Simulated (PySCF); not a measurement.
C6H16N2Si (SMILES C=CCNN(C)[SiH](C)C)

Input

```
{"job": {"kind": "nmr", "xc": "PBE0", "basis": "pcSseg-1"}, "charge": 0, "multiplicity": 1}
C      4.155180     0.341958     0.470779
C      2.917366     0.798515     0.486557
C      1.729664     0.048603    -0.023076
N      0.690560    -0.019536     1.001178
N     -0.513496    -0.622816     0.564635
C     -0.496698    -2.045322     0.817609
Si    -1.532984     0.107614    -0.630390
C     -3.274452    -0.610790    -0.424923
C     -1.518027     1.972267    -0.260661
H      4.392569    -0.636156     0.086487
H      4.983477     0.926020     0.833592
H      2.702844     1.784455     0.879296
H      1.358347     0.542053    -0.939887
H      2.010276    -0.975325    -0.281715
H      0.467159     0.921101     1.315787
H     -1.497123    -2.442289     0.675283
H     -0.179726    -2.215579     1.846960
H      0.189090    -2.578397     0.150707
H     -1.112841    -0.092864    -2.038979
H     -3.600563    -0.595795     0.610243
H     -3.327728    -1.635663    -0.776809
H     -3.987570    -0.033683    -1.003761
H     -0.554748     2.424168    -0.478566
H     -1.756769     2.178672     0.779273
H     -2.254740     2.482932    -0.871791
```

Command:

```sh
OMP_NUM_THREADS=1 python probes_run.py task.json out
```

Geometry: GFN2-xTB.

Computed with PySCF 2.14.0, PBE0/pcSseg-1, SCF density, gas phase, non-relativistic.

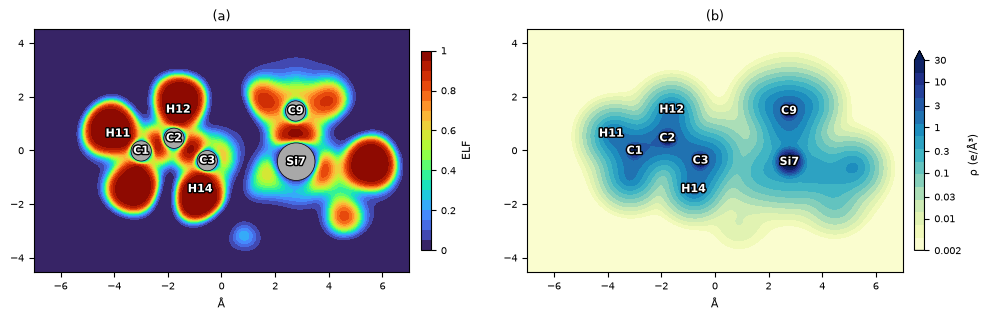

Figure 1. (a) electron localisation function; (b) electron density on the plane of atoms C2, C3 and H14. Grey discs cover the atomic cores in the ELF map.

Interpret the plot.

- The plane passes through C, Si and H nuclei.
- C–C (1.32 Å): the density is about 2.3 e/Å³ at the midpoint; the ELF peaks at about 0.95 between the atoms; a multiple bond.
- C–Si (1.90 Å): the density is about 0.92 e/Å³ at the midpoint; the ELF peaks at about 0.95 between the atoms: a shared electron pair.
- C–C (1.49 Å): ρ at the midpoint is about 1.8 e/Å³; the ELF peaks at about 0.95 between the atoms (a shared electron pair).

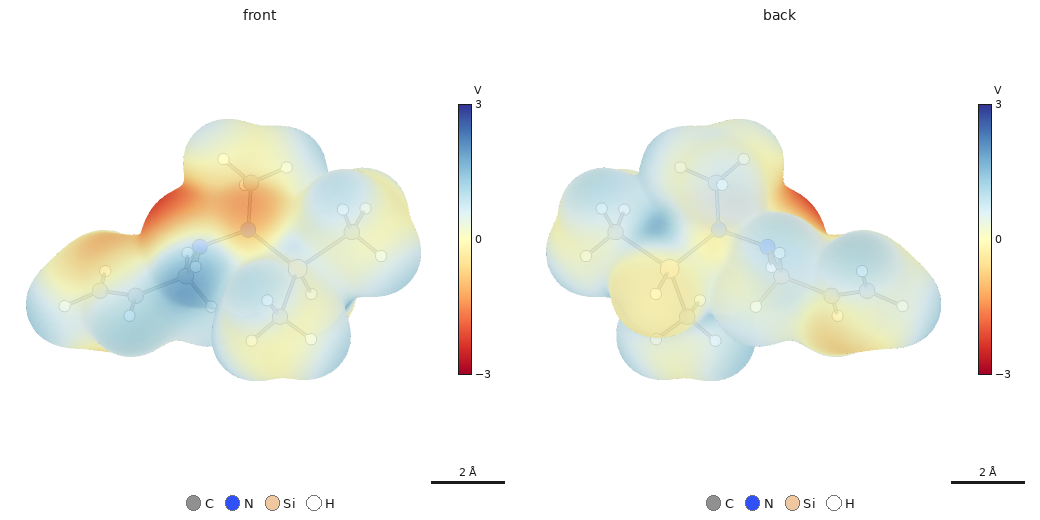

Figure 2. The electrostatic potential painted on the density surface at 0.004 e/bohr³, seen from the front and from behind; the colour scale runs from red (negative) to blue (positive).

Describe the electrostatic potential map.

The most negative region (about −2.0 V) lies over N4, the most positive (about +1.8 V) over H15. N4 is the likeliest acceptor of a hydrogen bond.
